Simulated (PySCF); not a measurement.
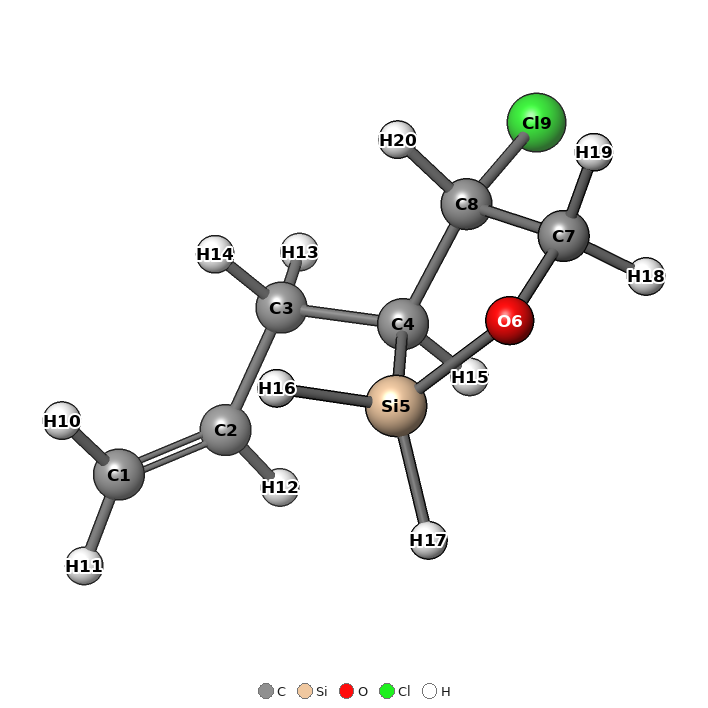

The geometry was computed by an optimisation with PBE0-D3(BJ)/def2-SVP. No frequency run is at hand to confirm it as a minimum. Electric field gradients from the ground-state density, PBE0/pcSseg-1 (PySCF 2.14.0), non-relativistic apart from any core potentials.

Give the largest field-gradient component, the quadrupole coupling constant and the asymmetry for 17O at O6 (Q = −25.6 mb), 35Cl at Cl9 (Q = −81.7 mb).

```csv
atom,V_zz (a.u.),e²qQ/h (MHz),η
O6,1.722,−10.36,0.49
Cl9,3.816,−73.2,0.03
```
